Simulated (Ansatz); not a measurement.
# One shape, several levels: NH2 (SMILES [NH2])

Aim: a comparison of 6 runs (UHF/3-21G, UB2PLYP/3-21G, UBHLYP/3-21G, UCAM-B3LYP/3-21G, U-r2SCAN/6-31G*, UBHLYP/6-31G*) of NH2. 

Program for the calculation: Ansatz 0.2.0.

48 further runs of the same task are left out: 48 set aside as unsound or not needed.

## Step 1: The system as given

NH2: 3 atoms, total charge 0, spin state doublet. SMILES: `[NH2]`. The H2–N1 distance was set to 2.028 Å, away from the relaxed value. At this shape a bond of the SMILES string is far longer than usual.

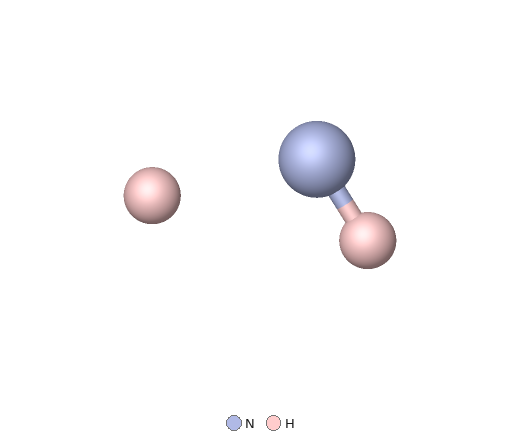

Viewed from a chosen angle; nitrogen light blue, hydrogen pink.

## Step 2: A single-point energy at UHF/3-21G (run 1)

The input, in.yaml:

```yaml
crystal:
  periodic: [false, false, false]
  atoms:
    - {symbol: N, position_ang: [0.458784, -1.184706, 0.128089]}
    - {symbol: H, position_ang: [0.155580, 0.820260, 0.174790]}
    - {symbol: H, position_ang: [-0.311156, -1.640536, -0.349571]}
basis:
  gaussian: {orbitals: 3-21G.json}
magnetization: {spin_polarized: true, initial_magnetization: 1}
accuracy: high
hamiltonian: {xc: hf}
```

The basis set 3-21G is read from a file made from the Basis Set Exchange's data (not shown).

Command:

```console
ansatz run in.yaml --threads 1 --pin off --max-ram 2610MiB --events-out events.jsonl --progress --plain --runs-dir runs
```

The program printed:

```text
Warning: RAYON_NUM_THREADS=1 ignored (pool sized by the plan → 1); use --threads N
Functional definition: HF
  name "HF"
  exchange = exact_x
  correlation = 0
246 factors; integrals over basis functions are off by at most 8.4e-9 eV
mean field evaluation 1: about -1497.3939 eV, gradient 1.1e1 eV
mean field evaluation 2: about -1497.3929 eV, gradient 1.1e1 eV
mean field evaluation 4: about -1498.8058 eV, gradient 3.9e0 eV
mean field evaluation 8: about -1498.2973 eV, gradient 2.6e-1 eV
mean field evaluation 16: about -1500.9023 eV, gradient 2.3e-8 eV
mean field evaluation 32: about -1497.2269 eV, gradient 1.3e1 eV
mean field evaluation 64: about -1498.5765 eV, gradient 1.1e1 eV
mean field evaluation 96: about -1498.2960 eV, gradient 3.6e-3 eV
mean field -1500.90231585 eV, -55.1571427593 hartree, gradient 3.3e-8 eV, S^2 1.649854; 5 other end points of the search recorded, 0 dependent functions left out
reference -1500.90231585 eV, -55.1571427593 hartree; 5, 4 occupied and 8, 9 virtual orbitals, 246 factors
Total energy: -1500.90231585 eV, -55.1571427593 hartree
```

It took 0.12 s on 1 thread of Arm Neoverse V1, shared host.

## Step 3: A single-point energy at UB2PLYP/3-21G (run 2)

The input, run.yaml:

```yaml
crystal:
  periodic: [false, false, false]
  atoms:
    - {symbol: "N", position_ang: [0.458784, -1.184706, 0.128089]}
    - {symbol: H, position_ang: [0.155580, 0.820260, 0.174790]}
    - {symbol: H, position_ang: [-0.311156, -1.640536, -0.349571]}
basis:
  gaussian: {orbitals: 3-21G.json}
magnetization: {spin_polarized: true, initial_magnetization: 1}
hamiltonian: {xc: {name: B2PLYP}}
correlation: {frozen_orbitals: {H: 0, "N": 1}}
accuracy: high
```

The basis set 3-21G is read from a file made from the Basis Set Exchange's data (not shown).

Command:

```console
ansatz run run.yaml --threads 1 --pin off --max-ram 2610MiB --events-out events.jsonl --progress --plain --runs-dir runs
```

The program printed, shortened:

```text
Warning: RAYON_NUM_THREADS=1 ignored (pool sized by the plan → 1); use --threads N
Functional definition: B2PLYP
  name "B2PLYP"
[...]
246 factors; integrals over basis functions are off by at most 8.4e-9 eV
[...]
mean field -1505.74352132 eV, -55.3350537789 hartree, gradient 4.2e-8 eV, S^2 1.546129; 3 other end points of the search recorded, 0 dependent functions left out
1 core orbitals not correlated: weight in the atoms' cores, before any rotation towards them, 1.000 or more for the frozen orbitals, at most 0.000 for the correlated occupied ones
reference -1505.74353357 eV, -55.3350542291 hartree; 4, 3 occupied and 8, 9 virtual orbitals, 246 factors
second order -1.99985957 eV of doubles, -0.00000000 eV of singles
Total energy: -1506.28349565 eV, -55.3548974697 hartree
```

Run time: 1.5 s. Hardware: 1 thread of Arm Neoverse V1, shared host; peak memory 0.091 GiB.

Runs 3 to 5 aren't shown in full; the table further down has their settings and results.

## Step 4: The energy at UBHLYP/6-31G(d) (spherical functions) (run 6)

The input, input.yaml:

```yaml
crystal:
  periodic: [false, false, false]
  atoms:
    - {symbol: N, position_ang: [0.458784, -1.184706, 0.128089]}
    - {symbol: H, position_ang: [0.155580, 0.820260, 0.174790]}
    - {symbol: H, position_ang: [-0.311156, -1.640536, -0.349571]}
basis:
  gaussian: {orbitals: 6-31G_st_-spherical.json}
magnetization: {spin_polarized: true, initial_magnetization: 1}
hamiltonian: {xc: {name: BHLYP}}
accuracy: high
```

The basis set 6-31G* is read from a file made from the Basis Set Exchange's data (not shown).

Command:

```console
ansatz run input.yaml --threads 1 --pin off --max-ram 2610MiB --events-out events.jsonl --progress --plain --runs-dir runs
```

The program printed:

```text
Warning: RAYON_NUM_THREADS=1 ignored (pool sized by the plan → 1); use --threads N
Functional definition: BHLYP
  name "BHLYP"
  parameter a = 0.5
  exchange = (1 - a)*b88_x + a*exact_x
  correlation = lyp_c
332 factors; integrals over basis functions are off by at most 3.9e-9 eV
mean field evaluation 1: about -1511.6592 eV, gradient 2.1e1 eV
mean field evaluation 2: about -1507.3307 eV, gradient 3.3e1 eV
mean field evaluation 4: about -1514.9939 eV, gradient 1.9e0 eV
mean field evaluation 8: about -1514.8013 eV, gradient 4.8e-2 eV
mean field evaluation 16: about -1515.8357 eV, gradient 2.1e-8 eV
mean field evaluation 32: about -1515.8357 eV, gradient 3.7e-6 eV
mean field -1515.83568478 eV, -55.7059339453 hartree, gradient 7.5e-8 eV, S^2 1.509830; 3 other end points of the search recorded, 0 dependent functions left out
reference -1515.83570017 eV, -55.7059345109 hartree; 5, 4 occupied and 13, 14 virtual orbitals, 332 factors
Total energy: -1515.83570017 eV, -55.7059345109 hartree
```

Run time: 1.4 s. Hardware: 1 thread of Arm Neoverse V1, shared host.

## Step 5: The series

| run | level | frozen core orbitals | energy (Eh) | ⟨S²⟩ | wall time |
| --- | --- | --- | --- | --- | --- |
| 1 | UHF/3-21G | – | -55.157143 | 1.650 | 0.12 s |
| 2 | UB2PLYP/3-21G | 1 | -55.354897 | 1.546 | 1.5 s |
| 3 | UBHLYP/3-21G | – | -55.402328 | 1.512 | 1.2 s |
| 4 | UCAM-B3LYP/3-21G | – | -55.399250 | 1.438 | 1.7 s |
| 5 | U-r2SCAN/6-31G* (spherical functions) | – | -55.704798 | 1.395 | 3.6 s |
| 6 | UBHLYP/6-31G* (spherical functions) | – | -55.705935 | 1.510 | 1.4 s |

## Step 6: What came out

| quantity | value |
| --- | --- |
| run 6: total energy | -55.70593 Eh |
| run 6: ⟨S²⟩ | 1.510 |

**Reading.** Totals of different functionals can't be ranked against each other. Spin contamination of the reference: run 1 ⟨S²⟩ = 1.65, run 2 ⟨S²⟩ = 1.55, run 3 ⟨S²⟩ = 1.51, run 6 ⟨S²⟩ = 1.51, run 4 ⟨S²⟩ = 1.44, run 5 ⟨S²⟩ = 1.39. Where it is this large, the reference is a mixture of spin states, and values that rest on it are in doubt. All runs together took 9.6 s, the longest 3.6 s.
